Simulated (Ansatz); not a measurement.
**Si2− (quartet): RPA-PBE over vertical spin and charge gaps, aug-cc-pVTZ**

Aim: run Si2− (quartet) with these functionals over vertical spin and charge gaps, and hold them against the top wave-function level at the same points.

Program: Ansatz 0.2.0, Gaussian basis. Level of theory: aug-cc-pVTZ, all electrons in the functionals, frozen cores in the correlation of double hybrids and RPA. These are calculated values, not measurements.

Plan: RPA-PBE, at charge -1, quartet; charge -1, doublet; charge -1, sextet; charge 0, triplet; charge 0, quintet.

5 further runs of the same task are left out: 5 set aside as unsound or not needed.

**1. What is computed**

The geometry is a PBE0/def2-TZVPD stationary point (not a proven minimum).

2 atoms, charge -1, spin multiplicity 4.

Atoms are counted from 1 here; the program's logs count them from 0.

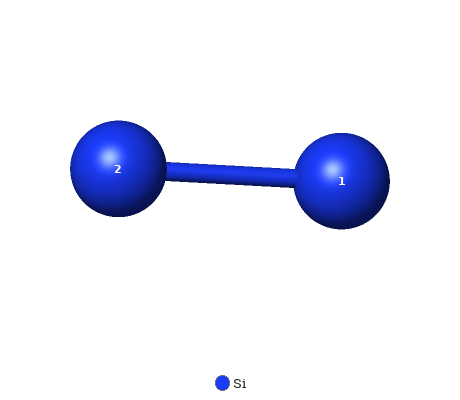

The geometry (silicon blue); atoms are numbered from 1 in the order of the file.

No dispersion term is added.

The geometry shown and the zero of energy belong to the point charge -1, quartet. The yardstick, UCCSDT(Q), and other wave-function levels (R restricted, U unrestricted, valence and pair active spaces) come from earlier runs.

**2. RPA-PBE, charge -1, quartet**

in.yaml

```yaml
crystal:
  periodic: [false, false, false]
  atoms:
    - {symbol: Si, position_ang: [0.000000, 0.000000, 0.000000]}
    - {symbol: Si, position_ang: [0.000000, 0.000000, 2.397800]}
basis:
  gaussian: {orbitals: aug-cc-pVTZ}
total_charge: -1
magnetization: {spin_polarized: true, initial_magnetization: 3}
hamiltonian: {xc: {name: PBE}}
correlation: {method: rpa, electrons: outside_noble_gas}
```

Launch:

```sh
> ansatz run in.yaml --threads 2 --pin off --events-out ev --progress --plain --max-ram 16896MiB --backend cuda --devices 0, --max-vram 18GiB
```

The program printed:

```text
Functional definition: PBE
  name "PBE"
  cite "Perdew, Burke & Ernzerhof, Phys. Rev. Lett. 77, 3865 (1996) doi:10.1103/PhysRevLett.77.3865"
  parent pbe
  parameter kappa = 0.804
  parameter beta = 0.06672455060314922
  exchange = pbe_x(kappa = kappa, mu = beta*pi^2/3)
  correlation = pbe_c(beta = beta)
581 factors; integrals over basis functions are off by at most 6.9e-4 eV
mean field evaluation 1: about -15744.5267 eV, gradient 5.3e0 eV
mean field evaluation 2: about -15744.5248 eV, gradient 5.3e0 eV
mean field evaluation 4: about -15744.6940 eV, gradient 1.3e0 eV
mean field evaluation 8: about -15744.7122 eV, gradient 1.5e-2 eV
mean field evaluation 16: about -15744.7122 eV, gradient 4.5e-6 eV
mean field evaluation 32: about -15744.7147 eV, gradient 5.6e-2 eV
mean field evaluation 64: about -15744.6899 eV, gradient 3.1e-1 eV
mean field evaluation 96: about -15744.4465 eV, gradient 1.1e0 eV
mean field evaluation 128: about -15744.7101 eV, gradient 5.6e-2 eV
mean field evaluation 160: about -15744.1871 eV, gradient 3.4e-1 eV
mean field evaluation 192: about -15744.7121 eV, gradient 3.6e-2 eV
mean field -15744.71216305 eV, -578.6074998428 hartree, gradient 2.1e-7 eV, S^2 3.761514; 14 other end points of the search recorded, 0 dependent functions left out
10 core orbitals not correlated: weight in the atoms' cores, before any rotation towards them, 1.000 or more for the frozen orbitals, at most 0.000 for the correlated occupied ones
reference -15721.98233265 eV, -577.7721939825 hartree; 6, 3 occupied and 84, 87 virtual orbitals, 581 factors
Total energy: -15731.59849098 eV, -578.1255812831 hartree
```

It took 16 s on 1 × H100 (card shared with other runs) with 2 threads of AMD EPYC 7R13, shared host; peak host memory 0.88 GiB.

From the report: ⟨S²⟩ of the determinant 3.762 (pure quartet: 3.75).

**3. RPA-PBE, charge -1, doublet**

Edit in.yaml of step 2 so:

```diff
@@ -8,3 +8,3 @@
 total_charge: -1
-magnetization: {spin_polarized: true, initial_magnetization: 3}
+magnetization: {spin_polarized: true, initial_magnetization: 1}
 hamiltonian: {xc: {name: PBE}}
```

Launched as before.

The program printed, shortened:

```text
Functional definition: PBE
  name "PBE"
  cite "Perdew, Burke & Ernzerhof, Phys. Rev. Lett. 77, 3865 (1996) doi:10.1103/PhysRevLett.77.3865"
  parent pbe
[...]
581 factors; integrals over basis functions are off by at most 6.9e-4 eV
[...]
mean field -15745.91810087 eV, -578.6518172404 hartree, gradient 1.6e-6 eV, S^2 0.754504; 11 other end points of the search recorded, 0 dependent functions left out
10 core orbitals not correlated: weight in the atoms' cores, before any rotation towards them, 1.000 or more for the frozen orbitals, at most 0.000 for the correlated occupied ones
reference -15722.15631946 eV, -577.7785878798 hartree; 5, 4 occupied and 85, 86 virtual orbitals, 581 factors
Total energy: -15732.85741436 eV, -578.1718458640 hartree
```

It took 3.2 s on 1 × H100 (card shared with other runs) with 2 threads of AMD EPYC 7R13, shared host; peak host memory 0.88 GiB.

From the report: ⟨S²⟩ of the determinant 0.755 (pure doublet: 0.75).

From charge -1, quartet: -1.259 eV.

**4. RPA-PBE, charge -1, sextet**

Edit in.yaml of step 3 so:

```diff
@@ -8,3 +8,3 @@
 total_charge: -1
-magnetization: {spin_polarized: true, initial_magnetization: 1}
+magnetization: {spin_polarized: true, initial_magnetization: 5}
 hamiltonian: {xc: {name: PBE}}
```

Launched as before.

The program printed, shortened:

```text
Functional definition: PBE
  name "PBE"
  cite "Perdew, Burke & Ernzerhof, Phys. Rev. Lett. 77, 3865 (1996) doi:10.1103/PhysRevLett.77.3865"
  parent pbe
[...]
581 factors; integrals over basis functions are off by at most 6.9e-4 eV
[...]
mean field -15743.66511318 eV, -578.5690214699 hartree, gradient 9.7e-7 eV, S^2 8.751631; 5 other end points of the search recorded, 0 dependent functions left out
10 core orbitals not correlated: weight in the atoms' cores, before any rotation towards them, 1.000 or more for the frozen orbitals, at most 0.000 for the correlated occupied ones
reference -15721.66155301 eV, -577.7604055482 hartree; 7, 2 occupied and 83, 88 virtual orbitals, 581 factors
Total energy: -15730.47122520 eV, -578.0841550298 hartree
```

Run time: 2.9 s. Hardware: 1 × H100 (card shared with other runs) with 2 threads of AMD EPYC 7R13, shared host; peak host memory 0.89 GiB.

From the report: ⟨S²⟩ of the determinant 8.752 (pure sextet: 8.75).

From charge -1, quartet: +1.127 eV.

**5. RPA-PBE, charge 0, triplet**

Edit in.yaml of step 4 so:

```diff
@@ -7,4 +7,3 @@
   gaussian: {orbitals: aug-cc-pVTZ}
-total_charge: -1
-magnetization: {spin_polarized: true, initial_magnetization: 5}
+magnetization: {spin_polarized: true, initial_magnetization: 2}
 hamiltonian: {xc: {name: PBE}}
```

Same command.

The program printed, shortened:

```text
Functional definition: PBE
  name "PBE"
  cite "Perdew, Burke & Ernzerhof, Phys. Rev. Lett. 77, 3865 (1996) doi:10.1103/PhysRevLett.77.3865"
  parent pbe
[...]
581 factors; integrals over basis functions are off by at most 6.9e-4 eV
[...]
mean field -15743.99227413 eV, -578.5810444131 hartree, gradient 6.1e-6 eV, S^2 2.006472; 10 other end points of the search recorded, 0 dependent functions left out
10 core orbitals not correlated: weight in the atoms' cores, before any rotation towards them, 1.000 or more for the frozen orbitals, at most 0.000 for the correlated occupied ones
reference -15721.42965134 eV, -577.7518833189 hartree; 5, 3 occupied and 85, 87 virtual orbitals, 581 factors
Total energy: -15730.71066331 eV, -578.0929542178 hartree
```

Wall time 3.9 s (1 × H100 (card shared with other runs) with 2 threads of AMD EPYC 7R13, shared host); peak host memory 0.89 GiB.

From the report: ⟨S²⟩ of the determinant 2.006 (pure triplet: 2.00).

From charge -1, quartet: +0.888 eV.

**6. RPA-PBE, charge 0, quintet**

Edit in.yaml of step 5 so:

```diff
@@ -7,3 +7,3 @@
   gaussian: {orbitals: aug-cc-pVTZ}
-magnetization: {spin_polarized: true, initial_magnetization: 2}
+magnetization: {spin_polarized: true, initial_magnetization: 4}
 hamiltonian: {xc: {name: PBE}}
```

Launched as before.

The program printed, shortened:

```text
Functional definition: PBE
  name "PBE"
  cite "Perdew, Burke & Ernzerhof, Phys. Rev. Lett. 77, 3865 (1996) doi:10.1103/PhysRevLett.77.3865"
  parent pbe
[...]
581 factors; integrals over basis functions are off by at most 6.9e-4 eV
[...]
mean field -15742.66866835 eV, -578.5324027976 hartree, gradient 4.7e-6 eV, S^2 6.001719; 2 other end points of the search recorded, 0 dependent functions left out
10 core orbitals not correlated: weight in the atoms' cores, before any rotation towards them, 1.000 or more for the frozen orbitals, at most 0.000 for the correlated occupied ones
reference -15720.84248110 eV, -577.7303052108 hartree; 6, 2 occupied and 84, 88 virtual orbitals, 581 factors
Total energy: -15729.32839314 eV, -578.0421567263 hartree
```

Wall time 2.8 s (1 × H100 (card shared with other runs) with 2 threads of AMD EPYC 7R13, shared host); peak host memory 0.88 GiB.

From the report: ⟨S²⟩ of the determinant 6.002 (pure quintet: 6.00).

From charge -1, quartet: +2.270 eV.

**7. Against the wave-function levels**

The yardstick is UCCSDT(Q), where the cluster series has nearly closed. It comes from earlier runs at the same points. Energies in eV, counted from charge -1, quartet; blanks weren't run or aren't comparable.

| level | quartet to doublet | quartet to sextet | removing an electron (triplet) | removing an electron (quintet) |
| --- | --- | --- | --- | --- |
| UCCSDT(Q) |  | 0.911 | 0.694 | 1.970 |
| RPA-PBE | -1.259 | 1.127 | 0.888 | 2.270 |

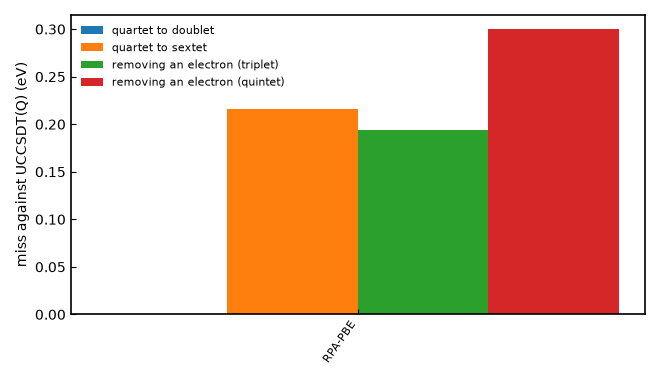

Misses of the gaps against UCCSDT(Q).

Largest miss and mean time a point (UCCSDT(Q) took 17 s a point; shared hosts):

| level | largest miss (eV) | where | time a point |
| --- | --- | --- | --- |
| RPA-PBE | +0.300 | removing an electron (quintet) | 5.8 s |

**8. Results**

| quantity | value |
| --- | --- |
| quartet to sextet, UCCSDT(Q) | 0.911 eV |
| removing an electron (triplet), UCCSDT(Q) | 0.694 eV |
| removing an electron (quintet), UCCSDT(Q) | 1.970 eV |
| largest miss, RPA-PBE | +0.300 eV (removing an electron (quintet)) |

In words: Misses are known at 3 of 4 points at best, and only functionals with that many are ranked. RPA-PBE strays by up to 0.300 eV, at removing an electron (quintet). Functionals and the yardstick converge differently with the basis, so part of each miss in aug-cc-pVTZ is the basis.
